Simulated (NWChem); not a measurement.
# CH6F2Si2 (SMILES C[Si](F)(F)[SiH3]) at 5 levels

Aim: a comparison of 5 runs (HF/STO-3G, HF/3-21G, B3LYP/6-31G*, TPSSh/pcseg-1) of CH6F2Si2. 

Program for the calculation: NWChem 7.3.0.

## 1. Starting point

CH6F2Si2 has 11 atoms, charge 0, and is taken as a singlet. SMILES: `C[Si](F)(F)[SiH3]`. The shape is that of a PBE0-D4/def2-TZVP optimisation.

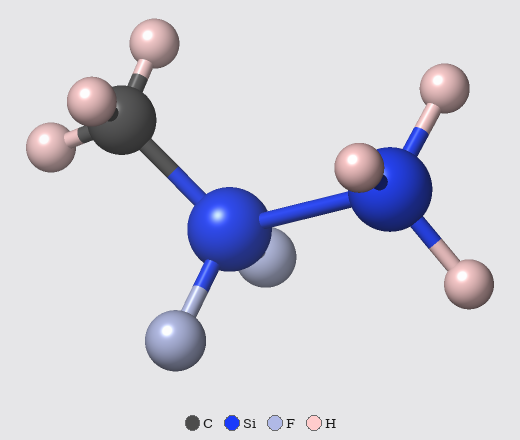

The structure, seen from a chosen angle (carbon dark grey, silicon blue, fluorine light blue, hydrogen pink).

## 2. Energy and forces at HF/STO-3G (run 1)

Input file ch6f2si2.nw:

```
start ch6f2si2
title "CH6F2Si2 gradient"
memory total 2200 mb
charge 0
geometry noautosym nocenter noautoz
C       -1.040900      -1.282700       0.621400
Si       0.477100      -0.598200      -0.178200
F        1.752000      -1.067500       0.662900
F        0.634800      -1.260700      -1.623600
Si       0.568700       1.732100      -0.419900
H       -0.976900      -2.372400       0.681400
H       -1.157000      -0.888900       1.633800
H       -1.932900      -1.021900       0.047000
H        0.480000       2.375600       0.918400
H        1.839500       2.135400      -1.075700
H       -0.579100       2.192600      -1.246700
end
basis spherical bse
* library STO-3G
end
scf
thresh 1e-08
maxiter 80
end
task scf gradient
```

The run is started by

```sh
$ nwchem ch6f2si2.nw > ch6f2si2.out
```

Output:

```text
[...]
  functions       =    39
[...]
  wavefunction    = RHF
[...]
         Total SCF energy =   -808.250712364591
      One-electron energy =  -1745.205958317662
      Two-electron energy =    627.908400790281
 Nuclear repulsion energy =    309.046845162790
        Time for solution =      1.7s
[...]
                         RHF ENERGY GRADIENTS
    atom               coordinates                        gradient
                 x          y          z           x          y          z
   1 C      -1.967016  -2.423952   1.174276    0.009018   0.002887  -0.004601
   2 Si      0.901588  -1.130434  -0.336749    0.002851  -0.046134   0.002477
   3 F       3.310800  -2.017282   1.252699   -0.011918   0.007981  -0.006993
   4 F       1.199598  -2.382378  -3.068159   -0.002394   0.009641   0.012522
   5 Si      1.074687   3.273194  -0.793496    0.005397  -0.001333  -0.002503
   6 H      -1.846073  -4.483186   1.287659    0.003002  -0.009685  -0.000663
   7 H      -2.186413  -1.679777   3.087434    0.001066   0.004793   0.008512
   8 H      -3.652651  -1.931111   0.088817   -0.006372   0.003529  -0.006654
   9 H       0.907068   4.489233   1.735524   -0.002456   0.012391   0.030859
  10 H       3.476151   4.035321  -2.032778    0.028373   0.007699  -0.014536
  11 H      -1.094340   4.143413  -2.355921   -0.026565   0.008231  -0.018421
[...]
```

It took 2.5 s on 1 thread of AMD EPYC 9R45 (Zen 5), shared host; peak memory 0.1 GiB.

## 3. Energy and forces at HF/3-21G (run 2)

Input file run.py:

```python
from ase import Atoms
from ase.calculators.nwchem import NWChem

atoms = Atoms(['C', 'Si', 'F', 'F', 'Si', 'H', 'H', 'H', 'H', 'H', 'H'], positions=[
    [-1.040900, -1.282700, 0.621400],
    [0.477100, -0.598200, -0.178200],
    [1.752000, -1.067500, 0.662900],
    [0.634800, -1.260700, -1.623600],
    [0.568700, 1.732100, -0.419900],
    [-0.976900, -2.372400, 0.681400],
    [-1.157000, -0.888900, 1.633800],
    [-1.932900, -1.021900, 0.047000],
    [0.480000, 2.375600, 0.918400],
    [1.839500, 2.135400, -1.075700],
    [-0.579100, 2.192600, -1.246700],
])

calc = NWChem(
    label='ch6f2si2',
    theory='scf',
    memory='2200 mb',
    basis='3-21G',
    basispar='spherical bse',
    scf={'nopen': '0', 'rhf': None, 'thresh': '1e-08', 'maxiter': '80'},
)
atoms.calc = calc

forces = atoms.get_forces()
print(f"energy = {atoms.get_potential_energy():.6f} eV")
print("forces (eV/A):")
for s, f in zip(atoms.symbols, forces):
    print(f"{s:2s} {f[0]:10.5f} {f[1]:10.5f} {f[2]:10.5f}")
print("dipole (e A):", atoms.get_dipole_moment().round(4))
```

The run is started by

```sh
$ export ASE_NWCHEM_COMMAND="nwchem PREFIX.nwi > PREFIX.nwo"
$ python run.py
```

Output:

```text
energy = -22146.666396 eV
forces (eV/A):
C    -0.56235   -0.15504    0.28601
Si   -0.83026    1.33091    0.29475
F     1.14414   -0.48486    0.55731
F     0.30061   -0.63131   -1.17031
Si   -0.02607    0.05914    0.00704
H    -0.11596    0.26817    0.03456
H    -0.04993   -0.15745   -0.22132
H     0.15463   -0.12290    0.19510
H    -0.01383   -0.04427   -0.01753
H    -0.00946   -0.02180    0.00663
H     0.00854   -0.04062    0.02777
dipole (e A): [-0.448   0.1978  0.2022]
```

The calculator wrote ch6f2si2.nwi:

```
title "ch6f2si2"

permanent_dir ch6f2si2

scratch_dir ch6f2si2

start ch6f2si2

geometry units angstrom nocenter noautosym noautoz
  C  -1.0408999999999999e+00 -1.2827000000000000e+00 6.2139999999999995e-01
  Si 4.7710000000000002e-01 -5.9819999999999995e-01 -1.7820000000000000e-01
  F  1.7520000000000000e+00 -1.0674999999999999e+00 6.6290000000000004e-01
  F  6.3480000000000003e-01 -1.2606999999999999e+00 -1.6235999999999999e+00
  Si 5.6869999999999998e-01 1.7321000000000000e+00 -4.1990000000000000e-01
  H  -9.7689999999999999e-01 -2.3723999999999998e+00 6.8140000000000001e-01
  H  -1.1570000000000000e+00 -8.8890000000000002e-01 1.6337999999999999e+00
  H  -1.9329000000000001e+00 -1.0219000000000000e+00 4.7000000000000000e-02
  H  4.7999999999999998e-01 2.3755999999999999e+00 9.1839999999999999e-01
  H  1.8394999999999999e+00 2.1354000000000002e+00 -1.0757000000000001e+00
  H  -5.7909999999999995e-01 2.1926000000000001e+00 -1.2466999999999999e+00
end

memory 2200 mb

basis spherical bse noprint
   * library 3-21G
end

scf
  nopen 0
  rhf
  thresh 1e-08
  maxiter 80
end

task scf gradient
```

ch6f2si2.nwo:

```text
Northwest Computational Chemistry Package (NWChem) 7.3.0
             --------------------------------------------------------

           Job information
           ---------------

    nwchem branch   = 7.3.0
    use scalapack   = T
    input           = ch6f2si2.nwi
    prefix          = ch6f2si2.
    data base       = ch6f2si2/ch6f2si2.db
    status          = startup
    nproc           =        1

           Memory information
           ------------------

[... 5 lines left out ...]
    hardfail = no
[... 141 lines left out ...]
         Quadratically convergent ROHF
[... 14 lines left out ...]
       Final RHF  results
[... 4 lines left out ...]
      Two-electron energy =    622.954550178679
[... 48 lines left out ...]
                       ROHF Final Molecular Orbital Analysis
[... 270 lines left out ...]
                 ----------------------------------------
                 |  Time  |  1-e(secs)   |  2-e(secs)   |
                 ----------------------------------------
                 |  CPU   |       0.00   |       0.36   |
                 ----------------------------------------
                 |  WALL  |       0.00   |       0.36   |
                 ----------------------------------------

 Task  times  cpu:        2.4s     wall:        2.4s
 Total times  cpu:        2.4s     wall:        2.4s
```

Run time: 3.3 s. Hardware: 1 thread of AMD EPYC 9R45 (Zen 5), shared host; peak memory 0.1 GiB.

## 4. Energy and gradient at B3LYP/6-31G(d) (spherical functions) (run 3)

Input file ch6f2si2.nw:

```
start ch6f2si2
title "CH6F2Si2 B3LYP"
memory stack 880 mb heap 220 mb global 1100 mb
charge 0

geometry units angstroms noautosym nocenter noautoz
   C       -1.040900      -1.282700       0.621400
   Si       0.477100      -0.598200      -0.178200
   F        1.752000      -1.067500       0.662900
   F        0.634800      -1.260700      -1.623600
   Si       0.568700       1.732100      -0.419900
   H       -0.976900      -2.372400       0.681400
   H       -1.157000      -0.888900       1.633800
   H       -1.932900      -1.021900       0.047000
   H        0.480000       2.375600       0.918400
   H        1.839500       2.135400      -1.075700
   H       -0.579100       2.192600      -1.246700
end

basis spherical bse
   C library 6-31G*
   Si library 6-31G*
   F library 6-31G*
   H library 6-31G*
end

dft
   xc b3lyp
   grid fine
   convergence energy 1e-08
   maxiter 100
   mulliken
   print low
end

task dft gradient
```

The run is started by

```sh
$ nwchem ch6f2si2.nw > ch6f2si2.out
```

Output:

```text
[...]
 d= 0,ls=0.0,diis     1   -820.4274355138 -1.13D+03  1.63D-02  7.73D-01     1.7
[...]
 d= 0,ls=0.0,diis     8   -820.5160701334 -9.01D-09  3.64D-06  9.01D-08    10.7
         Total DFT energy =     -820.516070133440
      One electron energy =    -1752.265225345871
           Coulomb energy =      693.354681346256
    Exchange-Corr. energy =      -70.652371296615
 Nuclear repulsion energy =      309.046845162790
[...]
                         DFT ENERGY GRADIENTS
    atom               coordinates                        gradient
                 x          y          z           x          y          z
   1 C      -1.967016  -2.423952   1.174276    0.002854   0.000587  -0.001411
   2 Si      0.901588  -1.130434  -0.336749    0.005366  -0.011840  -0.001645
   3 F       3.310800  -2.017282   1.252699   -0.011343   0.004252  -0.007719
   4 F       1.199598  -2.382378  -3.068159   -0.001221   0.006011   0.013013
   5 Si      1.074687   3.273194  -0.793496    0.000600   0.002058  -0.000454
   6 H      -1.846073  -4.483186   1.287659    0.000473   0.002049  -0.000408
   7 H      -2.186413  -1.679777   3.087434    0.001010  -0.000289  -0.002268
   8 H      -3.652651  -1.931111   0.088817    0.002397  -0.000041   0.000603
   9 H       0.907068   4.489233   1.735524   -0.000038  -0.000983  -0.000190
  10 H       3.476151   4.035321  -2.032778   -0.000282  -0.000865   0.000208
  11 H      -1.094340   4.143413  -2.355921    0.000184  -0.000940   0.000272
[...]
```

It took 15 s on 1 thread of AMD EPYC 9R45 (Zen 5), shared host; peak memory 0.13 GiB.

Run 4 isn't shown in full; the table further down has it.

## 5. Energy and gradient at B3LYP/6-31G(d) (Cartesian functions) (run 5)

Input file run.py:

```python
from ase import Atoms
from ase.calculators.nwchem import NWChem

mol = Atoms(['C', 'Si', 'F', 'F', 'Si', 'H', 'H', 'H', 'H', 'H', 'H'], positions=[
    [-1.040900, -1.282700, 0.621400],
    [0.477100, -0.598200, -0.178200],
    [1.752000, -1.067500, 0.662900],
    [0.634800, -1.260700, -1.623600],
    [0.568700, 1.732100, -0.419900],
    [-0.976900, -2.372400, 0.681400],
    [-1.157000, -0.888900, 1.633800],
    [-1.932900, -1.021900, 0.047000],
    [0.480000, 2.375600, 0.918400],
    [1.839500, 2.135400, -1.075700],
    [-0.579100, 2.192600, -1.246700],
])

calc = NWChem(
    label='mymol',
    theory='dft',
    memory='2200 mb',
    basis='6-31G*',
    dft={'xc': 'b3lyp', 'mult': '1', 'grid': 'fine', 'convergence': 'energy 1e-08', 'iterations': '100', 'mulliken': None},
)
mol.calc = calc

forces = mol.get_forces()
e = mol.get_potential_energy()
print(f"E = {e:.6f} eV")
print("forces (eV/A):")
for s, f in zip(mol.symbols, forces):
    print(f"{s:2s} {f[0]:10.5f} {f[1]:10.5f} {f[2]:10.5f}")
print("dipole (e A):", mol.get_dipole_moment().round(4))
```

The run is started by

```sh
$ export ASE_NWCHEM_COMMAND="nwchem PREFIX.nwi > PREFIX.nwo"
$ python run.py
```

Output:

```text
E = -22327.564148 eV
forces (eV/A):
C    -0.13323   -0.02689    0.06567
Si   -0.24081    0.55484    0.07199
F     0.54055   -0.19931    0.37708
F     0.05070   -0.28442   -0.62622
Si   -0.02736   -0.09966    0.02113
H    -0.02515   -0.10259    0.02113
H    -0.05096    0.01399    0.11282
H    -0.11956    0.00170   -0.02936
H     0.00154    0.04978    0.00879
H     0.01322    0.04479   -0.01008
H    -0.00890    0.04772   -0.01296
dipole (e A): [-0.3538  0.1045  0.164 ]
```

The calculator wrote mymol.nwi:

```
title "mymol"

permanent_dir mymol

scratch_dir mymol

start mymol

geometry units angstrom nocenter noautosym noautoz
  C  -1.0408999999999999e+00 -1.2827000000000000e+00 6.2139999999999995e-01
  Si 4.7710000000000002e-01 -5.9819999999999995e-01 -1.7820000000000000e-01
  F  1.7520000000000000e+00 -1.0674999999999999e+00 6.6290000000000004e-01
  F  6.3480000000000003e-01 -1.2606999999999999e+00 -1.6235999999999999e+00
  Si 5.6869999999999998e-01 1.7321000000000000e+00 -4.1990000000000000e-01
  H  -9.7689999999999999e-01 -2.3723999999999998e+00 6.8140000000000001e-01
  H  -1.1570000000000000e+00 -8.8890000000000002e-01 1.6337999999999999e+00
  H  -1.9329000000000001e+00 -1.0219000000000000e+00 4.7000000000000000e-02
  H  4.7999999999999998e-01 2.3755999999999999e+00 9.1839999999999999e-01
  H  1.8394999999999999e+00 2.1354000000000002e+00 -1.0757000000000001e+00
  H  -5.7909999999999995e-01 2.1926000000000001e+00 -1.2466999999999999e+00
end

memory 2200 mb

basis noprint
   * library 6-31G*
end

dft
  xc b3lyp
  mult 1
  grid fine
  convergence energy 1e-08
  iterations 100
  mulliken
end

task dft gradient
```

mymol.nwo:

```text
Northwest Computational Chemistry Package (NWChem) 7.3.0
             --------------------------------------------------------

           Job information
           ---------------

    nwchem branch   = 7.3.0
    use scalapack   = T
    input           = mymol.nwi
    prefix          = mymol.
    data base       = mymol/mymol.db
    status          = startup
    nproc           =        1

           Memory information
           ------------------

[... 5 lines left out ...]
    hardfail = no
[... 112 lines left out ...]
  convergence criterion.
[... 43 lines left out ...]
          Spatial weights used:  Erf1
[... 32 lines left out ...]
 1-e energy   =   -1748.365021
[... 43 lines left out ...]
           Coulomb energy =      693.187658429622
[... 733 lines left out ...]
          Convergence on density requested:  1.00D-05
[... 29 lines left out ...]
          total energy or number of iterations.
[... 36 lines left out ...]
                 ----------------------------------------
                 |  Time  |  1-e(secs)   |  2-e(secs)   |
                 ----------------------------------------
                 |  CPU   |       0.01   |       2.30   |
                 ----------------------------------------
                 |  WALL  |       0.01   |       2.30   |
                 ----------------------------------------

 Task  times  cpu:       17.3s     wall:       17.3s
 Total times  cpu:       17.3s     wall:       17.3s
```

It took 18 s on 1 thread of AMD EPYC 9R45 (Zen 5), shared host; peak memory 0.13 GiB.

## 6. The series

```tsv
run	level	iteration cap	module	energy (Eh)	dipole moment (D)	HOMO energy (eV)	LUMO energy (eV)	wall time
1	HF/STO-3G	80	scf	-808.250712	1.41	-8.22	10.42	2.5 s
2	HF/3-21G	80	scf	-813.874985	2.54	-11.26	3.75	3.3 s
3	B3LYP/6-31G* (spherical functions)	100	dft	-820.516070	–	–	–	15 s
4	TPSSh/pcseg-1	100	dft	-820.479141	–	–	–	19 s
5	B3LYP/6-31G* (Cartesian functions)	100	dft	-820.522855	1.94	-7.91	0.24	18 s
```

## 7. Summary of results

| quantity | value |
| --- | --- |
| run 5: total energy | -820.52285 Eh |
| run 5: dipole moment | 1.94 D |
| run 5: HOMO energy | -7.91 eV |
| run 5: LUMO energy | 0.24 eV |
| run 5: HOMO–LUMO gap | 8.15 eV |
| run 5: largest force on an atom | 0.690 eV/Å |

In words: Over runs 1, 2, 5 the dipole moment (its size) runs from 1.41 D (HF/STO-3G) to 2.54 D (HF/3-21G). Over runs 1, 2, 5 the HOMO–LUMO gap runs from 8.15 eV (B3LYP/6-31G*) to 18.64 eV (HF/STO-3G). The two ends differ in method and basis. Totals of different functionals can't be ranked against each other. In run 1 the basis is minimal, so the values are rough. All runs together took 58 s, the longest 19 s.
